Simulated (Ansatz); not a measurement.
Geometry relaxation of InH$_{3}$Cl$_{2}$O (part 1 of 2)

The run: geometry relaxation of InH$_{3}$Cl$_{2}$O. Method and program: RKS PBE/def2-SVP (Ansatz 0.2.0).

It belongs to a series of runs on one base structure; here: end point B relaxed. Figures and captions count atoms from 1; the log counts them from 0 in places.

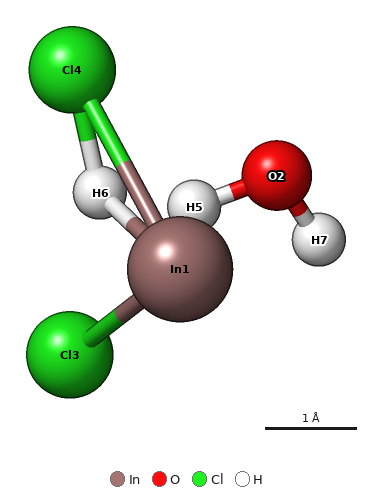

Fig. 1: The input geometry (ball-and-stick view, seen at a tilt; atoms are numbered from 1 in the order of the input). Sticks mark near contacts. Bond lengths as drawn: Cl–H 1.42 Å, Cl–In 2.60 to 2.75 Å, H–In 1.84 Å and H–O 0.98 Å.

Key numbers:

```tsv
quantity	value
outcome	converged
total energy	−32296.0994 eV
mean-field energy	−32296.0994 eV
largest force (length of the vector) at the end	0.029 eV/Å
hardware	2 threads of Intel Xeon (Granite Rapids), 176 GiB of memory available, shared host
wall time	10 s (CPU time 19 s)
peak memory	0.15 GiB
```

Input file:
```yaml
crystal:
  periodic: [false, false, false]
  atoms:
    - { symbol: In, position_ang: [-0.833449, -1.860619, 0.495533] }
    - { symbol: O, position_ang: [1.496322, 0.421585, -0.341304] }
    - { symbol: Cl, position_ang: [-1.550322, 0.032025, -1.13996] }
    - { symbol: Cl, position_ang: [-0.642288, 0.423645, 2.014466] }
    - { symbol: H, position_ang: [0.563237, 0.700528, -0.44817] }
    - { symbol: H, position_ang: [-0.819397, -0.035685, 0.687377] }
    - { symbol: H, position_ang: [1.785896, 0.318621, -1.267842] }
basis:
  gaussian: { orbitals: def2-SVP }
hamiltonian:
  xc: pbe
relax:
  f_tol: 0.03
  max_steps: 50
output:
  orbitals: {}
```

Run as:
```bash
ansatz run input.yaml --threads 2 --pin off --max-ram 3072MiB --backend cpu --events-out ev --progress --plain --runs-dir out
```

Output:
```
The last accepted step is kept in [file] (removed where the run ends without a failure and the disk answers)
Engine: ansatz 0.2.0, x86_64-unknown-linux-gnu
Functional definition: PBE
  parameter kappa = 0.804
  parameter beta = 0.06672455060314922
  exchange = pbe_x(kappa = kappa, mu = beta*pi^2/3)
  correlation = pbe_c(beta = beta)
1023 factors; their error is unknown
mean field evaluation 1: about -32289.6444 eV, gradient 5.3e1 eV
mean field evaluation 2: about -32201.9175 eV, gradient 1.7e2 eV
mean field evaluation 4: about -32294.3261 eV, gradient 1.1e1 eV
mean field evaluation 8: about -32294.7290 eV, gradient 2.6e-1 eV
mean field evaluation 16: about -32294.6944 eV, gradient 6.9e-5 eV
mean field -32294.69441299 eV, -1186.8081295473 hartree, gradient 1.7e-5 eV, S^2 0.000000; 0 other end points of the search recorded, 0 dependent functions left out
the calculation of the forces begins
reference -32294.69445020 eV, -1186.8081309146 hartree; 33, 33 occupied and 58, 58 virtual orbitals, 1023 factors
relax step   1: F+E_penalty+E_count = -32294.69441299 eV  Δ(F+E_penalty+E_count) = +0.000e0 eV  max|allowed force component| = 2.963e0 eV/Å  Δτ_max = 0.0000 Å  (27 SCF iters, accepted)
these checks for a lower state are left out or cut short: starts, cluster_reference, orbital_swaps, neighbouring_geometries, increment
1023 factors; their error is unknown
mean field -32295.38816422 eV, -1186.8336244346 hartree, gradient 1.0e-5 eV, S^2 0.000000; 0 other end points of the search recorded, 0 dependent functions left out
the calculation of the forces begins
reference -32295.38820171 eV, -1186.8336258125 hartree; 33, 33 occupied and 58, 58 virtual orbitals, 1023 factors
relax step   2: F+E_penalty+E_count = -32295.38816422 eV  Δ(F+E_penalty+E_count) = -6.938e-1 eV  max|allowed force component| = 1.336e0 eV/Å  Δτ_max = 0.1949 Å  (34 SCF iters, accepted)
these checks for a lower state are left out or cut short: starts, cluster_reference, orbital_swaps, neighbouring_geometries, increment
1023 factors; their error is unknown
mean field evaluation 32: about -32295.6454 eV, gradient 1.4e-5 eV
mean field -32295.64540365 eV, -1186.8430778093 hartree, gradient 1.4e-5 eV, S^2 0.000000; 0 other end points of the search recorded, 0 dependent functions left out
the calculation of the forces begins
reference -32295.64544118 eV, -1186.8430791887 hartree; 33, 33 occupied and 58, 58 virtual orbitals, 1023 factors
relax step   3: F+E_penalty+E_count = -32295.64540365 eV  Δ(F+E_penalty+E_count) = -2.572e-1 eV  max|allowed force component| = 5.615e-1 eV/Å  Δτ_max = 0.1949 Å  (28 SCF iters, accepted)
these checks for a lower state are left out or cut short: starts, cluster_reference, orbital_swaps, neighbouring_geometries, increment
1023 factors; their error is unknown
mean field -32295.82726656 eV, -1186.8497611482 hartree, gradient 2.3e-5 eV, S^2 0.000000; 0 other end points of the search recorded, 0 dependent functions left out
the calculation of the forces begins
reference -32295.82730395 eV, -1186.8497625223 hartree; 33, 33 occupied and 58, 58 virtual orbitals, 1023 factors
relax step   4: F+E_penalty+E_count = -32295.82726656 eV  Δ(F+E_penalty+E_count) = -1.819e-1 eV  max|allowed force component| = 3.684e-1 eV/Å  Δτ_max = 0.1946 Å  (28 SCF iters, accepted)
these checks for a lower state are left out or cut short: starts, cluster_reference, orbital_swaps, neighbouring_geometries, increment
1023 factors; their error is unknown
mean field -32295.94874347 eV, -1186.8542253422 hartree, gradient 1.1e-5 eV, S^2 0.000000; 0 other end points of the search recorded, 0 dependent functions left out
the calculation of the forces begins
reference -32295.94878063 eV, -1186.8542267079 hartree; 33, 33 occupied and 58, 58 virtual orbitals, 1023 factors
relax step   5: F+E_penalty+E_count = -32295.94874347 eV  Δ(F+E_penalty+E_count) = -1.215e-1 eV  max|allowed force component| = 2.659e-1 eV/Å  Δτ_max = 0.1953 Å  (27 SCF iters, accepted)
these checks for a lower state are left out or cut short: starts, cluster_reference, orbital_swaps, neighbouring_geometries, increment
1023 factors; their error is unknown
mean field -32296.03932268 eV, -1186.8575540668 hartree, gradient 9.7e-6 eV, S^2 0.000000; 0 other end points of the search recorded, 0 dependent functions left out
the calculation of the forces begins
reference -32296.03935965 eV, -1186.8575554256 hartree; 33, 33 occupied and 58, 58 virtual orbitals, 1023 factors
relax step   6: F+E_penalty+E_count = -32296.03932268 eV  Δ(F+E_penalty+E_count) = -9.058e-2 eV  max|allowed force component| = 2.177e-1 eV/Å  Δτ_max = 0.1950 Å  (26 SCF iters, accepted)
these checks for a lower state are left out or cut short: starts, cluster_reference, orbital_swaps, neighbouring_geometries, increment
1023 factors; their error is unknown
mean field -32296.06955423 eV, -1186.8586650558 hartree, gradient 1.8e-5 eV, S^2 0.000000; 0 other end points of the search recorded, 0 dependent functions left out
the calculation of the forces begins
reference -32296.06959141 eV, -1186.8586664219 hartree; 33, 33 occupied and 58, 58 virtual orbitals, 1023 factors
relax step   7: F+E_penalty+E_count = -32296.06955423 eV  Δ(F+E_penalty+E_count) = -3.023e-2 eV  max|allowed force component| = 6.631e-1 eV/Å  Δτ_max = 0.1921 Å  (26 SCF iters, accepted)
these checks for a lower state are left out or cut short: starts, cluster_reference, orbital_swaps, neighbouring_geometries, increment
1023 factors; their error is unknown
mean field evaluation 64: about -32296.0828 eV, gradient 8.5e-2 eV
mean field -32296.08283370 eV, -1186.8591530674 hartree, gradient 1.4e-5 eV, S^2 0.000000; 0 other end points of the search recorded, 0 dependent functions left out
the calculation of the forces begins
reference -32296.08287121 eV, -1186.8591544456 hartree; 33, 33 occupied and 58, 58 virtual orbitals, 1023 factors
relax step   8: F+E_penalty+E_count = -32296.08283370 eV  Δ(F+E_penalty+E_count) = -1.328e-2 eV  max|allowed force component| = 5.646e-1 eV/Å  Δτ_max = 0.1360 Å  (27 SCF iters, accepted)
these checks for a lower state are left out or cut short: starts, cluster_reference, orbital_swaps, neighbouring_geometries, increment
1023 factors; their error is unknown
mean field -32296.07979616 eV, -1186.8590414397 hartree, gradient 2.6e-5 eV, S^2 0.000000; 0 other end points of the search recorded, 0 dependent functions left out
the calculation of the forces begins
reference -32296.07983371 eV, -1186.8590428196 hartree; 33, 33 occupied and 58, 58 virtual orbitals, 1023 factors
relax step   9: F+E_penalty+E_count = -32296.07979616 eV  Δ(F+E_penalty+E_count) = +3.038e-3 eV  max|allowed force component| = 4.805e-1 eV/Å  Δτ_max = 0.2000 Å  (28 SCF iters, rejected (line search))
these checks for a lower state are left out or cut short: starts, cluster_reference, orbital_swaps, neighbouring_geometries, increment
1023 factors; their error is unknown
mean field -32296.09871149 eV, -1186.8597365652 hartree, gradient 9.6e-6 eV, S^2 0.000000; 0 other end points of the search recorded, 0 dependent functions left out
the calculation of the forces begins
reference -32296.09874903 eV, -1186.8597379449 hartree; 33, 33 occupied and 58, 58 virtual orbitals, 1023 factors
relax step  10: F+E_penalty+E_count = -32296.09871149 eV  Δ(F+E_penalty+E_count) = -1.588e-2 eV  max|allowed force component| = 6.351e-2 eV/Å  Δτ_max = 0.0959 Å  (27 SCF iters, accepted)
these checks for a lower state are left out or cut short: starts, cluster_reference, orbital_swaps, neighbouring_geometries, increment
1023 factors; their error is unknown
mean field -32296.09939895 eV, -1186.8597618291 hartree, gradient 2.3e-5 eV, S^2 0.000000; 0 other end points of the search recorded, 0 dependent functions left out
the calculation of the forces begins
reference -32296.09943653 eV, -1186.8597632101 hartree; 33, 33 occupied and 58, 58 virtual orbitals, 1023 factors
relax step  11: F+E_penalty+E_count = -32296.09939895 eV  Δ(F+E_penalty+E_count) = -6.875e-4 eV  max|allowed force component| = 2.591e-2 eV/Å  Δτ_max = 0.0254 Å  (26 SCF iters, accepted)
1023 factors; their error is unknown
mean field evaluation 96: about -32296.1116 eV, gradient 2.5e0 eV
```

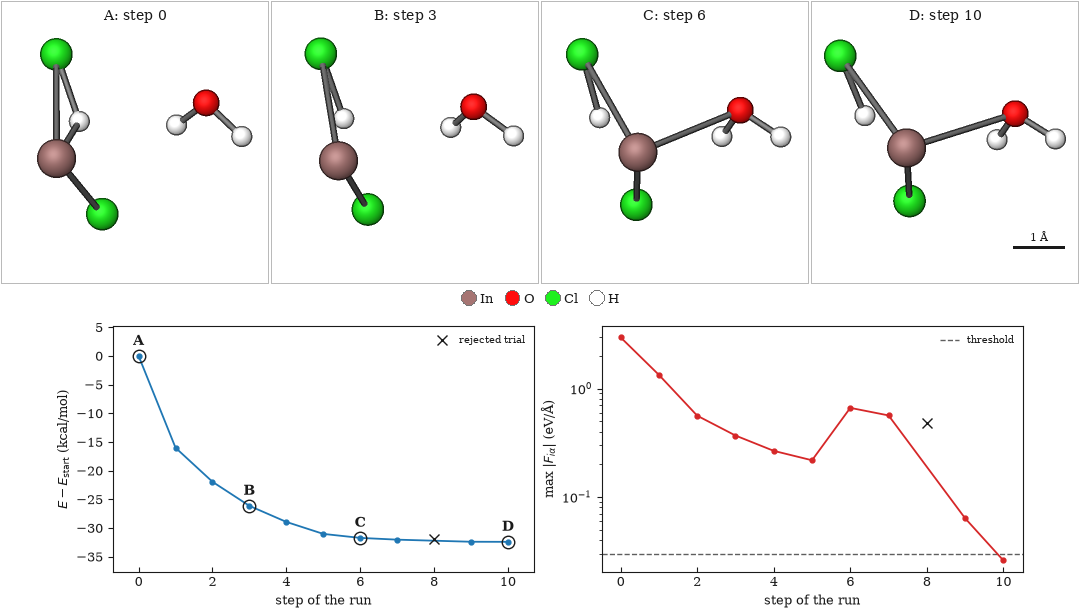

Fig. 2: Frames of the relaxation (ball-and-stick view, seen on its broad side) above the curves, on which the letters mark them (the first geometry is step 0 here and step 1 in the log).

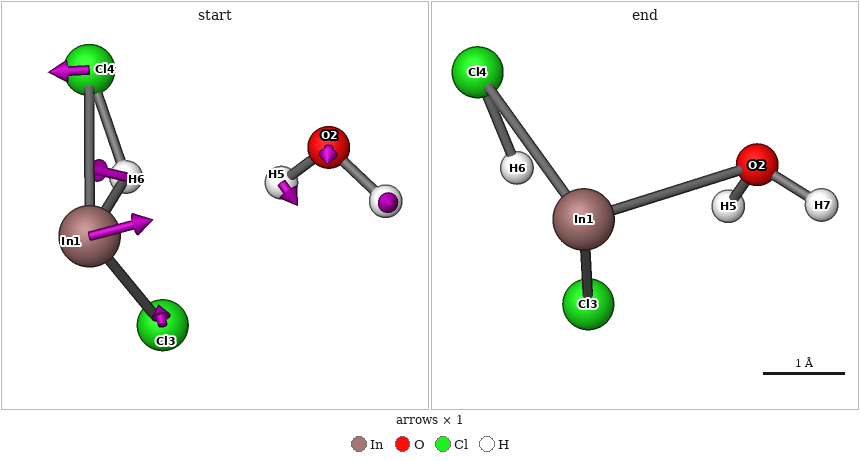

Fig. 3: Before (left) and after (right) the relaxation, at one scale (ball-and-stick view, seen on its broad side). The pink arrows give the displacements, at true length. After 10 geometry steps the energy has fallen by 32.4 kcal/mol. Largest force component: 3 eV/Å at the start, 0.026 eV/Å at the end. The line search rejected the trial step at point 8 (counted from 0) and went back. The largest moves after the best rigid fit, 0.85 Å, are those of In1 and H6. By element the largest moves are In 0.85 Å, H 0.84 Å, Cl 0.52 Å, O 0.28 Å. Among the contacts that change: In1–H6 1.835 → 2.723 Å, In1–O2 3.367 → 2.556 Å, In1–Cl4 2.750 → 2.993 Å, In1–Cl3 2.602 → 2.740 Å. Bonds break: In1–H6 (1.84 → 2.72 Å). Among the angles that change: In1–Cl4–H6 37.2° → 65.3°, Cl3–In1–Cl4 76.2° → 68.4°, H5–O2–H7 102.1° → 104.3°. (Atoms are counted from 1 in the order of the input.)

```
mean field -32296.09939895 eV, -1186.8597618291 hartree, gradient 2.2e-5 eV, S^2 0.000000; 1 other end points of the search recorded, 0 dependent functions left out
the calculation of the forces begins
reference -32296.09943653 eV, -1186.8597632101 hartree; 33, 33 occupied and 58, 58 virtual orbitals, 1023 factors
Total energy: -32296.09943653 eV, -1186.8597632101 hartree
Atom 0 at    -0.066796    -1.745798     0.279199 Å, force    -0.001072    -0.012289    -0.010585 eV/Å
Atom 1 at     1.457815     0.153617    -0.494801 Å, force     0.017279     0.005358     0.015519 eV/Å
Atom 2 at    -1.527542     0.243440    -0.910733 Å, force     0.007253    -0.002663     0.023081 eV/Å
Atom 3 at    -1.026540     0.264874     2.277626 Å, force    -0.009325     0.007992    -0.016265 eV/Å
Atom 4 at     0.624105     0.599292    -0.808519 Å, force     0.015221    -0.009311    -0.022532 eV/Å
Atom 5 at    -1.416974     0.514720     0.972483 Å, force    -0.003441     0.002394     0.008912 eV/Å
Atom 6 at     1.955932    -0.030045    -1.315155 Å, force    -0.025915     0.008518     0.001870 eV/Å
Dipole moment:     0.538601    -0.347196    -0.309123 e Å
```
